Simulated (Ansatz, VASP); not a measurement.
# SiHg2: VASP beside Ansatz, part 2 of 2

Wanted: the spread between two codes on one cell, functional and k mesh. The cell is generated by rule, not measured, and may not be a known phase. The cell comes out of the VASP series on this material, whose earlier steps may have relaxed, scaled or displaced it; both programs get it as it stands.

VASP 6.6.1 and Ansatz 0.2.0.

So far. Step 2 (VASP: band structure, HSE06): The run ends at a pressure of 42.94 GPa.

The structure was built from a prototype and need not be the compound's stable phase.

### Step 3. Ansatz: band structure, HSE06

Level of this step: Ansatz beside VASP: Kohn-Sham DFT, plane waves, HSE06 (Ansatz).

Ansatz runs on its default PAW (the set named soft_2) files.

The same cell, functional, mesh and smearing now go to Ansatz, which takes its cutoff from its data sets.

input.yaml reads:

```yaml
crystal:
  lattice:
    - [0.0, 2.92578, 2.92578]
    - [2.92578, 0.0, 2.92578]
    - [2.92578, 2.92578, 0.0]
  atoms:
    - { symbol: Si, position: [0.0, 0.0, 0.0] }
    - { symbol: Hg, position: [0.25, 0.25, 0.25] }
    - { symbol: Hg, position: [0.75, 0.75, 0.75] }
hamiltonian:
  xc: { exchange: pbe, correlation: pbe, exx: { coeff: 0.25, omega: 0.2 } }
  pseudopotentials: { kind: paw }
kpoints:
  mp_grid: { grid: [4, 4, 4] }
  band_path:
    path:
      - [0.0, 0.0, 0.0]
      - [0.5, 0.0, 0.5]
      - [0.5, 0.21429, 0.71429]
      - [0.41071, 0.33929, 0.75]
      - [0.16071, 0.16071, 0.32143]
      - [0.21429, 0.21429, 0.21429]
      - [0.55357, 0.39286, 0.55357]
      - [0.58929, 0.25, 0.66071]
      - [0.5, 0.28571, 0.71429]
      - [0.5, 0.5, 0.5]
      - [0.375, 0.375, 0.75]
      - [0.5, 0.0, 0.5]
    npoints: 1
scf:
  occupations: { method: gaussian, width: 0.02 }
  n_extra_bands: 7
output:
  forces: true
  stress: true
  eigenvalues: true
```

On the command line:

```
$ ansatz run input.yaml --threads 4 --pin off --max-ram 9216MiB --backend cpu --events-out ev --progress --plain --runs-dir out
```

Numbers of over 12 decimals in the logs are rounded to 6 here.

Output:

```text
Warning: output.stress: scf.convergence.dr2_threshold = 1e-7 eV (the SCF's general default) is looser than the 3e-10 eV advised for a printed stress (1e-10 eV for each atom of the cell: 3). What an SCF threshold leaves in a stress goes as its square root, and in the free energy as the threshold itself, and one threshold admits the most on a small cell: [figures from the program's tests cut] Set scf.convergence.dr2_threshold to 3e-10 eV or tighter. The threshold is an SCF's pass mark: one that does not reach it within its budget of iterations ends unconverged, or closes short of it on a stop that the run arms, and scf.convergence.dr2_threshold's page says what that costs each kind of run
Warning: output.stress: scf.exx.energy_threshold = 1e-6 eV is looser than the 3e-8 eV advised for a stress under a hybrid functional (1e-8 eV for each atom of the cell: 3). Every SCF of the exchange loop can meet its threshold on dr2 while the loop round them stops early: no threshold on dr2 bounds what that leaves in the stress. Set scf.exx.energy_threshold to 3e-8 eV or tighter. The threshold is the loop's pass mark: a loop that does not reach it within its budget of cycles ends unconverged, and scf.exx.energy_threshold's page has the law
scf.n_extra_bands = 7 over 22 filled bands (N_el = 44.0): the run solves 29 bands
Engine: ansatz 0.2.0, aarch64-unknown-linux-gnu
Pseudopotentials: kind: paw
Pseudopotential: Si, paw, valence charge 4, recommended cutoff 420 eV (normal), Si.paw.azcp
Pseudopotential: Hg, paw, valence charge 20, recommended cutoff 420 eV (normal), Hg.paw.azcp
Functional definition: unnamed
  parameter a_1 = 0.25
  parameter omega_1 = 0.2/angstrom
  exchange = pbe_x + (-a_1)*pbe_x_sr(omega_1) + a_1*exact_x_sr(omega_1)
  correlation = pbe_c
Crystal: 3 atoms, lattice volume = 50.090 Å³
Basis set: ecut = 420 eV, 941 PW (Γ), exchange–correlation on 60×60×60 points (8 copies of the dense FFT grid, shifted against one another)
Bands: 29, of which v1, the nominal top of the filled ones, is band 22 counted from 1 (21 counted from 0)
Symmetry: 48 space group operations
Space group: Fm-3m (ITA 225), of the structure as read, at distance tolerance 3.7e-5 Å
k-points: 8 of 64
Non-local potential: Si, projectors of the file, l = 0: 2, l = 1: 2, l = 2: 2
Non-local potential: Hg, projectors of the file, l = 0: 3, l = 1: 2, l = 2: 2, l = 3: 1
PAW form: soft (Blöchl's): semilocal exchange-correlation on the pseudo side does not see the compensation charge
PAW frozen core: Si, regenerated for the run's functional, and the local potential with it (the file was generated under x = pbe(κ = 0.804, μ = 0.219515), c = pbe(β = 0.066725))
PAW frozen core: Hg, regenerated for the run's functional, and the local potential with it (the file was generated under x = pbe(κ = 0.804, μ = 0.219515), c = pbe(β = 0.066725))
PAW one-centre angular grid: Si, 110 points (default); XC on 64 Gauss nodes
PAW one-centre angular grid: Hg, 590 points (default); XC on 64 Gauss nodes
Initial density: superposition of atomic densities (neutral atoms: chi_scale 0, normalization atom), corrected by the library's trained network
Initial wavefunctions: pseudopotential atomic-orbital guess
Functional: x = pbe(κ = 0.804, μ = 0.219515), c = pbe(β = 0.066725), warm-up for x = pbe(κ = 0.804, μ = 0.219515) + 0.25 (exact − pbe) at short range (hse, ω = 0.2 Å⁻¹), c = pbe(β = 0.066725)
SCF iter   1: F=—  HF=-28259.324196 eV  |F-HF|=—  |Δ(HF+E_count)|=         —  Δρ=4.17e-3  dr2=1.02e-2  ethr=1.77e-3  ⟨swp⟩=8.8  Hψ=1020  notcnv=0
preconditioner: auto → none  [insulator: Δε(μ)=0.222 eV  Ē_g=13.601 eV  σ=0.020 eV  W_gap=0.78  n_scr=14 (ndim 8)  ℏωp=27.8 eV  f_vac=0.021  D(μ)=6.40/eV (n_scr^D=112)]
SCF iter   2: F=—  HF=-28259.321404 eV  |F-HF|=—  |Δ(HF+E_count)|=   2.79e-3  Δρ=1.44e-3  dr2=1.23e-3  ethr=2.31e-5  ⟨swp⟩=4.5  Hψ=648  notcnv=0
iter 3 solved again at ethr=2.72e-7 eV; its pass at ethr=2.79e-6 eV (dr2=1.20e-4 eV) is discarded
SCF iter   3: F=—  HF=-28259.321180 eV  |F-HF|=—  |Δ(HF+E_count)|=   2.25e-4  Δρ=6.29e-4  dr2=1.20e-4  ethr=2.72e-7  ⟨swp⟩=2.0  Hψ=898  notcnv=0
SCF iter   4: F=—  HF=-28259.321209 eV  |F-HF|=—  |Δ(HF+E_count)|=   2.98e-5  Δρ=1.32e-4  dr2=7.06e-6  ethr=2.72e-7  ⟨swp⟩=2.8  Hψ=416  notcnv=0
SCF iter   5: F=—  HF=-28259.321213 eV  |F-HF|=—  |Δ(HF+E_count)|=   3.12e-6  Δρ=2.26e-5  dr2=1.21e-7  ethr=1.60e-8  ⟨swp⟩=3.0  Hψ=460  notcnv=0
SCF iter   6: F=—  HF=-28259.321213 eV  |F-HF|=—  |Δ(HF+E_count)|=   2.29e-7  Δρ=3.28e-6  dr2=4.26e-9  ethr=2.75e-10  ⟨swp⟩=3.2  Hψ=506  notcnv=0
SCF iter   7: F=-28259.321213 eV  HF=-28259.321213 eV  |F-HF|=2.55e-11  |Δ(HF+E_count)|=  1.53e-10  Δρ=2.77e-7  dr2=3.83e-11  ethr=9.69e-12  ⟨swp⟩=3.0  Hψ=519  notcnv=0
SCF 1 converged in 7 iterations: F = -28259.321213 eV  dr2 = 3.83e-11
  greatest PAW one-centre occupation: 1.000 electrons in one spin orbital (limit 2), on the Hg atom at site 2 (counted from 0), in its partial waves of l = 0
Initial density: handed on by an earlier stage of this run
Initial wavefunctions: those handed on with the density
Functional: x = pbe(κ = 0.804, μ = 0.219515) + 0.25 (exact − pbe) at short range (hse, ω = 0.2 Å⁻¹), c = pbe(β = 0.066725)
[...]
preconditioner: auto → none  [insulator: Δε(μ)=0.333 eV  Ē_g=15.437 eV  σ=0.020 eV  W_gap=0.63  n_scr=14 (ndim 8)  ℏωp=27.8 eV  f_vac=0.026  D(μ)=13.56/eV (n_scr^D=282)]
[...]
SCF iter   4: F=—  HF=-28266.412426 eV  |F-HF|=—  |Δ(HF+E_count)|=   2.14e-8  Δρ=4.80e-6  dr2=4.85e-9  ethr=2.72e-10  ⟨swp⟩=3.0  Hψ=487  notcnv=0
SCF iter   5: F=—  HF=-28266.412426 eV  |F-HF|=—  |Δ(HF+E_count)|=  4.37e-10  Δρ=4.90e-7  dr2=5.48e-11  ethr=1.10e-11  ⟨swp⟩=3.0  Hψ=481  notcnv=0
SCF iter   6: F=-28266.412426 eV  HF=-28266.412426 eV  |F-HF|=1.46e-11  |Δ(HF+E_count)|=  1.46e-11  Δρ=1.83e-7  dr2=5.33e-12  ethr=1.21e-12 (applied; sched 1.00e-12)  ⟨swp⟩=2.4  Hψ=412  notcnv=0
SCF 4 converged in 6 iterations: F = -28266.412426 eV  dr2 = 5.33e-12
  Residual-converged pass: ⟨swp⟩=4.1  Hψ=698  notcnv=0  max |occ|·‖R‖ = 9.4e-9 eV (tolerance 1.0e-8 eV)  dr2=5.24e-12  dr2_onsite=3.01e-13  max |Δocc| = 1.1e-12
hybrid outer 3: dexx = +3.294e-3 eV, tail = 2.23e-2 eV, Δε = 2.41e-2 eV (about 3.64e-2 eV left of the loop's levels), ΔF = 1.39e-17 eV/Å (tail 1.33e-16)
Exchange kernel: α = 0.2500, screened, ω = 0.2000 Å⁻¹, Wigner–Seitz truncation, v(0) = 1108.5630 eV·Å³, q-mesh 4×4×4, nearest image of the exchange supercell L = 16.55 Å, pair-density grid 18×18×18, without the augmentation charges, whose exchange is taken in its separable form by FFT convolution over the k-point mesh (sized by the pseudopotential files, 24×24×24 at the most), smooth part of the exact exchange by density-matrix convolution
Frozen-core exchange: fock
SCF iter   1: F=—  HF=-28266.415944 eV  |F-HF|=—  |Δ(HF+E_count)|=         —  Δρ=1.53e-4  dr2=9.77e-6  ethr=1.78e-5  ⟨swp⟩=2.1  Hψ=465  notcnv=0
preconditioner: auto → none  [insulator: Δε(μ)=0.274 eV  Ē_g=15.439 eV  σ=0.020 eV  W_gap=0.62  n_scr=14 (ndim 8)  ℏωp=27.8 eV  f_vac=0.026  D(μ)=13.41/eV (n_scr^D=282)]
SCF iter   2: F=—  HF=-28266.415944 eV  |F-HF|=—  |Δ(HF+E_count)|=   2.29e-7  Δρ=1.89e-5  dr2=2.19e-6  ethr=1.73e-8  ⟨swp⟩=3.9  Hψ=468  notcnv=0
SCF iter   3: F=-28266.415964 eV  HF=-28266.415964 eV  |F-HF|=6.40e-8  |Δ(HF+E_count)|=   1.95e-5  Δρ=2.17e-5  dr2=1.61e-7  ethr=1.84e-10  ⟨swp⟩=4.9  Hψ=711  notcnv=0
SCF 5 stopped early in 3 iterations: F = -28266.415964 eV  dr2 = 1.61e-7
hybrid outer 4: dexx = +2.147e-5 eV, tail = 2.13e-3 eV, Δε = 4.23e-2 eV (about 1.89e-2 eV left of the loop's levels)
Exchange kernel: α = 0.2500, screened, ω = 0.2000 Å⁻¹, Wigner–Seitz truncation, v(0) = 1108.5630 eV·Å³, q-mesh 4×4×4, nearest image of the exchange supercell L = 16.55 Å, pair-density grid 18×18×18, without the augmentation charges, whose exchange is taken in its separable form by FFT convolution over the k-point mesh (sized by the pseudopotential files, 24×24×24 at the most), smooth part of the exact exchange by density-matrix convolution
Frozen-core exchange: fock
SCF iter   1: F=—  HF=-28266.415948 eV  |F-HF|=—  |Δ(HF+E_count)|=         —  Δρ=1.40e-5  dr2=7.91e-7  ethr=4.42e-9  ⟨swp⟩=3.2  Hψ=560  notcnv=0
preconditioner: auto → none  [insulator: Δε(μ)=0.271 eV  Ē_g=15.440 eV  σ=0.020 eV  W_gap=0.62  n_scr=14 (ndim 8)  ℏωp=27.8 eV  f_vac=0.026  D(μ)=13.41/eV (n_scr^D=282)]
SCF iter   2: F=—  HF=-28266.415948 eV  |F-HF|=—  |Δ(HF+E_count)|=   4.66e-8  Δρ=1.79e-6  dr2=7.07e-7  ethr=2.29e-10  ⟨swp⟩=3.0  Hψ=511  notcnv=0
SCF iter   3: F=—  HF=-28266.415964 eV  |F-HF|=—  |Δ(HF+E_count)|=   1.57e-5  Δρ=1.59e-5  dr2=1.16e-7  ethr=2.40e-12 (applied; sched 2.03e-12)  ⟨swp⟩=5.0  Hψ=809  notcnv=0
SCF iter   4: F=-28266.415964 eV  HF=-28266.415964 eV  |F-HF|=0.00e0  |Δ(HF+E_count)|=   4.85e-8  Δρ=8.51e-7  dr2=5.78e-9  ethr=2.10e-12 (applied; sched 2.03e-12)  ⟨swp⟩=4.5  Hψ=701  notcnv=0
SCF 6 converged in 4 iterations: F = -28266.415964 eV  dr2 = 5.78e-9
  Residual-converged pass: ⟨swp⟩=2.0  Hψ=272  notcnv=0  max |occ|·‖R‖ = 1.9e-6 eV (tolerance 2.0e-6 eV)  dr2=5.78e-9  dr2_onsite=3.81e-11  max |Δocc| = 1.5e-12
hybrid outer 5: dexx = +2.242e-9 eV, tail = 2.40e-8 eV, Δε = 1.78e-4 eV (about 3.60e-4 eV left of the loop's levels)
NSCF: frozen V_eff on 12 k-points
hybrid SCF converged: 5 outer / 28 inner (+7 warm-up), last move |dexx| = 2.24e-9 eV, tail = 2.40e-8 eV
Stability not checked: this state was not tested for a lower state beside it, because the functional holds exact exchange (a hybrid, or Hartree-Fock), whose exchange loop this test does not read (fock_operator; see scf.lower_state_search)
Free energy (F): -28266.415964 eV
Frozen-core exchange: fock
Harris-Foulkes:  -28266.415964 eV  (|F-HF|=0.00e0)
Internal energy: -28266.413283 eV  (E = F + TS)
E sigma→0 (E₀):  -28266.414623 eV
Entropy (-TS):   -0.002681 eV (-0.894 meV/atom)
Fermi energy:    19.223783 eV
--- Per-component energies (eV) ---
  E_band       = -740.232720
  E_kinetic    = 1264.213273
  E_local      = -4993.906167  (includes V_loc(G=0)·N_el)
  E_nonlocal   = 170.551554
  E_hartree    = 2198.459849
  E_xc         = -402.449032
  E_vxc        = -461.592184  (∫ρ·V_xc dr)
  E_exx        = -162.542287  (= α·E_x^exact, valence–valence)
  E_paw        = -20345.345243  (= ΣΔE_a)
  E_vpaw       = -791.337149  (= ΣTr[D̂ρ^β])
  E_aug_tail   = 0.001867  (compensation charges beyond the density's cutoff)
  E_ewald      = -5991.674075
  E_core_change = -3.723021  (= ΣΔE_core)
  E_smearing   = -0.002681  (= −TS)
  E_closure    = 0.000000  (closes the sum)
  Σ components = -28266.415964   (vs F -28266.415964, Δ=0.00e0)
--- Forces (eV/Å), atoms counted from 1 ---
  atom   1  Si    -0.00000000     0.00000000    -0.00000000
  atom   2  Hg     0.00000000     0.00000000     0.00000000
  atom   3  Hg     0.00000000    -0.00000000     0.00000000
  max |Σ_I F_I| component: 3.24e-17 eV/Å
--- Stress (GPa, compression-positive) ---
       41.705754       0.000000       0.000000
        0.000000      41.705754       0.000000
        0.000000       0.000000      41.705754
  P = ⅓ Tr σ = 41.7058 GPa (417.058 kbar)
--- Band table (eV; the first three rows and the last of 8) ---
  k-point 0: bands = [... 18 lower, 10.6536, 19.9828, 20.2427, 20.2427, 20.2427, 20.8472, 20.8472, 20.8472, ... 3 higher]
  k-point 1: bands = [... 18 lower, 9.9198, 14.3383, 19.2283, 19.2283, 19.3345, 22.2078, 22.2078, 23.6513, ... 3 higher]
  k-point 2: bands = [... 18 lower, 9.4590, 9.9177, 18.8243, 18.8243, 18.9583, 22.3576, 22.3576, 24.4449, ... 3 higher]
  k-point 7: bands = [... 18 lower, 11.6382, 12.8027, 12.8027, 13.1778, 22.4943, 22.4943, 24.0346, 24.2240, ... 3 higher]
```

Wall time 21 s (4 threads of Arm Neoverse V2, shared host); peak memory 0.72 GiB.

Reading the cycles: dr2 is the Hartree energy of the density residual (eV), the measure of convergence; HF is the Harris–Foulkes estimate of the energy, which meets the free energy F at convergence.

### Step 4. Comparison

Known differences besides the PAW data sets themselves: exact exchange at q = 0 is treated differently, which shows on coarse meshes; VASP keeps PBE cores, Ansatz makes them for the functional; the data sets hold 44 valence electrons in Ansatz (default PAW (the set named soft_2) files) and 28 in VASP; the cutoff is 420 eV in Ansatz and 400 eV in VASP; VASP takes a coarser grid for exact exchange (PRECFOCK = Fast). Total energies have different zeros and are not compared.

Compared:

```
      quantity  Ansatz   VASP  difference
pressure (GPa)   41.71  42.94       -1.24
```

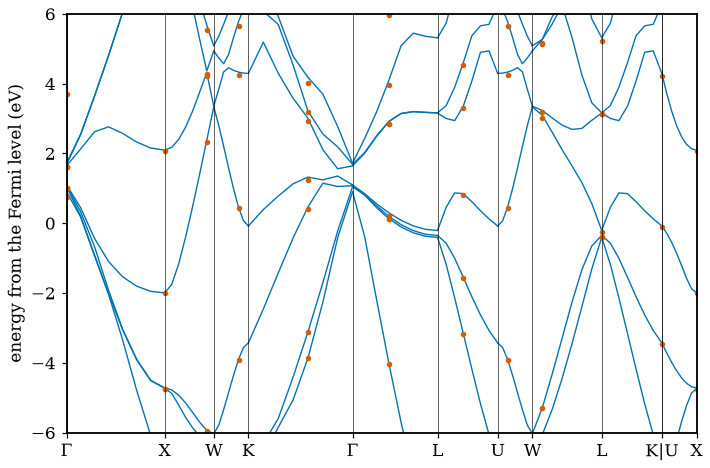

Bands from VASP (lines) and levels from Ansatz (dots). Dots without a line are higher empty bands that the VASP plot leaves out.

Levels from 3 eV below to 2 eV above the Fermi level differ by 54 meV r.m.s. and 117 meV at most; each VASP level is matched to the nearest of Ansatz, which flatters the figure a little. Ansatz's pressure holds a Pulay correction of 0.13 GPa; VASP's holds none.

### Step 5. What came out

| Property | Result |
| --- | --- |
| r.m.s. difference of levels near the Fermi level (band structure, HSE06) | 54 meV |
| difference in pressure (band structure, HSE06) | -1.2 GPa |

What this shows: The difference in pressure is -1.2 GPa (band structure, HSE06), beyond the 1 GPa picked in this series as the mark of a large difference. Differences of this kind measure data sets and numerical settings, not the functional's error against experiment.

[Lines on the potential files, build, host, timing and source positions are cut from VASP's logs without a mark.]

[Logs are printed without paths, hosts, clocks, repeated set-up lines and the standing remarks that a program may print on its own settings, such as how far it seeks lower states.]

[Hosts, paths, dates, database ids (printed as entryN), source tags and the programs' standing remarks are cut or masked in the printed files.]
